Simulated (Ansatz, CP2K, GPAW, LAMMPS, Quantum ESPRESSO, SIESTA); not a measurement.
# Ionic liquid MMIM+ methanesulfonate with Li salt at 400 K (210 atoms) in CP2K, part 3 of 3

Aim: run ionic liquid MMIM+ methanesulfonate with Li salt at 400 K (210 atoms) in CP2K and see how near its forces come to a plane-wave reference, and at what cost.

Program: CP2K 2026.2; the method stands at each step. Banners, paths, timers and routine set-up lines are dropped from the logs unmarked, and long logs keep their key lines alone; longer cuts are marked.

So far. Step 6 (PBE, SZV-MOLOPT-SR, 800/50 Ry, OT DIIS): Against the first run (12 %), the force difference from the reference is 281 %, at 0.62 times the CPU time (on 2 against 4 cores), with 530 basis functions against 1900: the smaller basis costs accuracy. Step 7 (PBE, DZVP-MOLOPT-SR, 800/50 Ry, TRS4 filter 1e-03, SCF …): Against the first run (12 %), the force difference from the reference is 27 %, at 0.23 times the CPU time (5 SCF steps against 36).

## Step 8: PBE, DZVP-MOLOPT-SR, 280/50 Ry, OT DIIS

Method: Kohn-Sham DFT, PBE, GTH-PBE pseudopotentials, Gaussian and plane waves, DZVP-MOLOPT-SR-GTH, orbital transformation.

Input file input.inp:

```
&GLOBAL
  PROJECT cell
  RUN_TYPE ENERGY_FORCE
  PRINT_LEVEL LOW
&END GLOBAL
&FORCE_EVAL
  METHOD QS
  STRESS_TENSOR ANALYTICAL
  &DFT
    BASIS_SET_FILE_NAME BASIS_MOLOPT
    POTENTIAL_FILE_NAME GTH_POTENTIALS
    &MGRID
      CUTOFF 280
      REL_CUTOFF 50
    &END MGRID
    &QS
      EPS_DEFAULT 1.0E-12
    &END QS
    &SCF
      SCF_GUESS ATOMIC
      EPS_SCF 1.0E-06
      MAX_SCF 30
      &OT
        MINIMIZER DIIS
        PRECONDITIONER FULL_ALL
        ENERGY_GAP 0.001
      &END OT
      &OUTER_SCF
        EPS_SCF 1.0E-06
        MAX_SCF 8
      &END OUTER_SCF
      &PRINT
        &RESTART OFF
        &END RESTART
      &END PRINT
    &END SCF
    &XC
      &XC_FUNCTIONAL PBE
      &END XC_FUNCTIONAL
    &END XC
    &PRINT
      &MULLIKEN ON
      &END MULLIKEN
      &HIRSHFELD ON
        SHAPE_FUNCTION DENSITY
      &END HIRSHFELD
      &MO_CUBES
        NHOMO 1
        NLUMO 4
        WRITE_CUBE F
      &END MO_CUBES
    &END PRINT
  &END DFT
  &SUBSYS
    &CELL
      A 13.04169 0.00000 0.00000
      B 0.00000 13.04169 0.00000
      C 0.00000 0.00000 13.04169
    &END CELL
    &TOPOLOGY
      COORD_FILE_NAME structure.xyz
      COORD_FILE_FORMAT XYZ
    &END TOPOLOGY
    &KIND C
      BASIS_SET DZVP-MOLOPT-SR-GTH-q4
      POTENTIAL GTH-PBE-q4
    &END KIND
    &KIND N
      BASIS_SET DZVP-MOLOPT-SR-GTH-q5
      POTENTIAL GTH-PBE-q5
    &END KIND
    &KIND H
      BASIS_SET DZVP-MOLOPT-SR-GTH-q1
      POTENTIAL GTH-PBE-q1
    &END KIND
    &KIND S
      BASIS_SET DZVP-MOLOPT-SR-GTH-q6
      POTENTIAL GTH-PBE-q6
    &END KIND
    &KIND O
      BASIS_SET DZVP-MOLOPT-SR-GTH-q6
      POTENTIAL GTH-PBE-q6
    &END KIND
    &KIND Li
      BASIS_SET DZVP-MOLOPT-SR-GTH-q3
      POTENTIAL GTH-PBE-q3
    &END KIND
  &END SUBSYS
  &PRINT
    &FORCES ON
    &END FORCES
    &STRESS_TENSOR ON
    &END STRESS_TENSOR
  &END PRINT
&END FORCE_EVAL
```

Input file structure.xyz:

```xyz
210

[... 210 atom lines left out: the same atoms as in the first run ...]
```

Command:

```
OMP_NUM_THREADS=2 cp2k.psmp -i input.inp > output.txt
```

Numbers of over 12 decimals in the logs are rounded to 6 here.

Log:

```text
CP2K| version string:                                       CP2K version 2026.2
 CP2K| Input file name                                                 input.inp
 GLOBAL| Basis set file name                                        BASIS_MOLOPT
 GLOBAL| Potential file name                                      GTH_POTENTIALS
[... lines left out ...]
  Total energy:                                             -1101.741041
[... lines left out ...]
  Step     Update method      Time    Convergence         Total energy    Change
[... lines left out ...]
  *** SCF run converged in     6 steps ***
[... lines left out ...]
  Total energy:                                             -1101.749172
[... lines left out ...]
  outer SCF loop converged in   2 iterations or   36 steps
[... lines left out ...]
 Fermi Energy [eV] :    0.738311
[... lines left out ...]
 WARNING : did not converge in ot_eigensolver
[... lines left out ...]
 ENERGY| Total FORCE_EVAL ( QS ) energy [hartree]          -1101.749172
[... lines left out ...]
 FORCES|      1  1.82219558E-03 -1.13370560E-02  3.07373818E-02   3.28121300E-02
 FORCES|      2 -4.03206018E-02 -1.18534275E-02  2.27509013E-03   4.20883678E-02
 FORCES|      3  3.85186646E-02 -7.94053890E-03 -1.01467264E-02   4.06164467E-02
[...]
FORCES|    209 -1.15914617E-03 -5.12976552E-03  1.67846809E-04   5.26177600E-03
 FORCES|    210 -2.03540521E-03 -2.69450423E-04  9.05047794E-03   9.28044335E-03
 FORCES| Sum    -3.22519876E-02 -2.01280060E-02  3.29672296E-02
 FORCES| Total atomic force                                       5.03206276E-02
 STRESS| Analytical stress tensor [bar]
 STRESS|                        x                   y                   z
 STRESS|      x        4.27567893174E+04  -2.42965341320E+03  -5.74444255154E+03
 STRESS|      y       -2.42965341320E+03   6.18084166956E+04  -7.99294998199E+01
 STRESS|      z       -5.74444255154E+03  -7.99294998199E+01   3.81672423880E+04
 STRESS| 1/3 Trace                                             4.75774828003E+04
```

It took 7.1 min on 2 threads of Arm Neoverse V2, shared host; peak memory 1.4 GiB.

The solver for the empty levels stopped short of its threshold, so the gap is rough; its iterations count in the time.

Compared with the plane-wave run:

- r.m.s. force component: 1.218 eV/Å
- r.m.s. difference of force components: 143.4 meV/Å
- longest difference of force vectors: 873.5 meV/Å
- force difference over r.m.s. force: 12.54 %
- slope of forces against the reference's: 1.059
- correlation of force components: 0.9946
- gap (highest filled to lowest empty level): 2.169 eV
- gap difference: -0.2137 eV
- pressure: 4.758 GPa
- pressure difference: 0.7745 GPa
- energy less the same-level run's: -1.625 meV/atom
- r.m.s. force difference from the same-level run: 65.43 meV/Å

This is a coarse setting, run to see what it loses.

Against the first run (12 %), the force difference from the reference is 13 %, at 0.65 times the CPU time (on 2 against 4 cores): the grid matters here.

The forces add up to 2.6 eV/Å instead of zero, usually a sign of too coarse a grid.

## Step 9: All runs compared

Differences are against the plane-wave reference, forces as r.m.s. over components; share is that over the reference's r.m.s. force, slope the least-squares factor from reference forces to these. Total energies of different programs have different zeros and aren't compared.

```csv
run,"Δ force, r.m.s. (meV/Å)",share (%),slope,Δ pressure (GPa),Δ gap (eV),cores,CPU time,memory (GiB)
reference,-,-,-,-,-,4,3 min,3.3
"CP2K PBE, DZVP-MOLOPT-SR, 800/50 Ry, OT DIIS",133,11.6,1.062,0.709,-0.213,4,21 min,6.5
"CP2K GFN1-xTB, OT DIIS",216,18.9,0.912,-3.77,-,2,24 s,0.52
"CP2K PBE, DZVP-MOLOPT-SR, 800/50 Ry, TRS4 filter 1e-04, SCF 1e-05 (coarse)",229,20.0,1.078,0.770,-,4,7.5 min,6.3
"CP2K PBE, DZVP-MOLOPT-SR, 800/50 Ry, TRS4 filter 1e-05, SCF 1e-06",154,13.5,1.067,0.713,-,4,12 min,6.4
"CP2K PBE, SZV-MOLOPT-SR, 800/50 Ry, OT DIIS (coarse)",3211,281,2.243,20.1,-2.34,2,13 min,4.1
"CP2K PBE, DZVP-MOLOPT-SR, 800/50 Ry, TRS4 filter 1e-03, SCF 1e-04 (coarse)",314,27.5,1.021,0.823,-,4,4.8 min,6.3
"CP2K PBE, DZVP-MOLOPT-SR, 280/50 Ry, OT DIIS (coarse)",143,12.5,1.059,0.774,-0.214,2,14 min,1.4
```

Rows marked coarse were listed beforehand as settings not expected to be converged; some can still land near the reference.

CPU time is summed over cores on a shared host, where runs went side by side, so it is rough. Symmetry, cutoffs, thresholds, outputs and thread counts weren't matched or tuned between programs; memory under MPI is the largest rank's times the ranks.

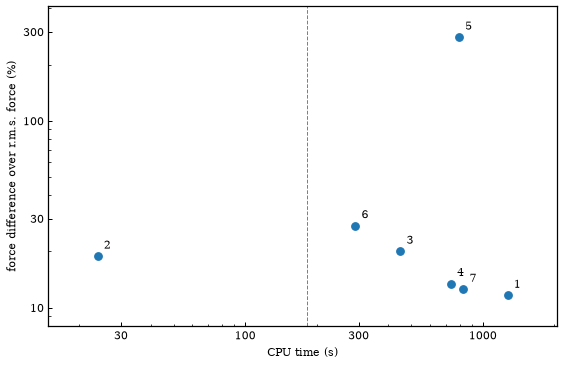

Force difference against CPU time; the dashed line marks the reference's time. Points: 1 CP2K PBE, DZVP-MOLOPT-SR, 800/50 Ry, OT DIIS; 2 CP2K GFN1-xTB, OT DIIS; 3 CP2K PBE, DZVP-MOLOPT-SR, 800/50 Ry, TRS4 filter 1e-04, SCF 1e-05; 4 CP2K PBE, DZVP-MOLOPT-SR, 800/50 Ry, TRS4 filter 1e-05, SCF 1e-06; 5 CP2K PBE, SZV-MOLOPT-SR, 800/50 Ry, OT DIIS; 6 CP2K PBE, DZVP-MOLOPT-SR, 800/50 Ry, TRS4 filter 1e-03, SCF 1e-04; 7 CP2K PBE, DZVP-MOLOPT-SR, 280/50 Ry, OT DIIS.

Mean charges by element (e), by run and scheme:

```
                                                              run     scheme      C      N      H      S      O     Li
                                                        reference     Löwdin  -0.25  +0.06  +0.22  +2.37  -0.84  +0.78
                     CP2K PBE, DZVP-MOLOPT-SR, 800/50 Ry, OT DIIS   Mulliken  -0.10  +0.17  +0.08  +0.75  -0.47  +0.55
                     CP2K PBE, DZVP-MOLOPT-SR, 800/50 Ry, OT DIIS  Hirshfeld  -0.03  +0.03  +0.06  +0.42  -0.31  +0.26
                                           CP2K GFN1-xTB, OT DIIS   Mulliken  +0.07  -0.13  +0.07  +0.57  -0.50  +0.49
CP2K PBE, DZVP-MOLOPT-SR, 800/50 Ry, TRS4 filter 1e-05, SCF 1e-06   Mulliken  -0.10  +0.17  +0.08  +0.75  -0.47  +0.55
```

The reference's Löwdin charges lack the electrons that the projection spills, 0.054 e an atom on average.

Within one program, basis, potentials and functional, energies share a zero. Each run against its twin at the usual cutoff or grid and solver:

```csv
run,twin,Δ energy (meV/atom),"Δ force, r.m.s. (meV/Å)",CPU time over the twin's
"CP2K PBE, DZVP-MOLOPT-SR, 800/50 Ry, TRS4 filter 1e-04, SCF 1e-05","DZVP-MOLOPT-SR, 800/50 Ry, OT DIIS",0.214,180,0.35
"CP2K PBE, DZVP-MOLOPT-SR, 800/50 Ry, TRS4 filter 1e-05, SCF 1e-06","DZVP-MOLOPT-SR, 800/50 Ry, OT DIIS",0.0726,71.1,0.58
"CP2K PBE, DZVP-MOLOPT-SR, 800/50 Ry, TRS4 filter 1e-03, SCF 1e-04","DZVP-MOLOPT-SR, 800/50 Ry, OT DIIS",7.18,297,0.23
"CP2K PBE, DZVP-MOLOPT-SR, 280/50 Ry, OT DIIS","DZVP-MOLOPT-SR, 800/50 Ry, OT DIIS",-1.62,65.4,0.65 (this twin ran on 4 cores)
```

## Step 10: Results

| Quantity | Value |
| --- | --- |
| nearest in forces | CP2K PBE, DZVP-MOLOPT-SR, 800/50 Ry, OT DIIS, 12 % |
| its CPU time | 21 min |

What this shows: The PBE runs in local orbitals, coarse settings apart, differ by 12 % (CP2K PBE, DZVP-MOLOPT-SR, 800/50 Ry, OT DIIS) to 13 % (CP2K PBE, DZVP-MOLOPT-SR, 800/50 Ry, TRS4 filter 1e-05, SCF 1e-06); basis, grid and potentials can all enter. Tight binding differs by 19 % (CP2K GFN1-xTB, OT DIIS); it is another model, with fitted parameters of its own, and the xTB methods hold dispersion. Runs with settings chosen to be coarse differ by 13 % (CP2K PBE, DZVP-MOLOPT-SR, 280/50 Ry, OT DIIS) to 281 % (CP2K PBE, SZV-MOLOPT-SR, 800/50 Ry, OT DIIS), their programs' other errors included. One electronic-structure run takes under half the reference's CPU time: CP2K GFN1-xTB, OT DIIS, at 19 % in 24 s against 3 min; its pressure misses by -3.8 GPa. At the same functional, gaps differ from the reference's 2.38 eV by between -2.34 and -0.21 eV. In pressure, CP2K PBE, SZV-MOLOPT-SR, 800/50 Ry, OT DIIS misses by +20.1 GPa, at the same functional. Charges hang on model, scheme and program or settings: among these rows the mean for N runs from -0.13 to +0.17 e, even in sign. With TRS4, tightening the sparsity filter from 1e-03 to 1e-05, and the SCF threshold with it, takes the force difference from the cubic solver from 297 to 71 meV/Å, and the CPU time from 0.23 to 0.58 times the cubic solver's. Periodic xTB results under one method name differ between programs and library versions. The network of contacts between molecules at the start is that of the classical potential that made the cell, and needn't be the one that DFT or experiment would give. The reference's PBE has no dispersion term, which matters for the binding between molecules or layers. The density was typed from a rule of thumb and may lie off the real one at this temperature. The electronic-structure runs sample only Γ, in a cell whose shortest periodic width is 13 Å.

[Also dropped from logs without a mark: logging warnings of Python, and SIESTA's first energy breakdown and zero terms.]

[Logs are printed without paths, hosts, clocks, repeated set-up lines and the standing remarks that a program may print on its own settings, such as how far it seeks lower states.]

[Hosts, paths, dates, database ids (printed as entryN), source tags and the programs' standing remarks are cut or masked in the printed files.]
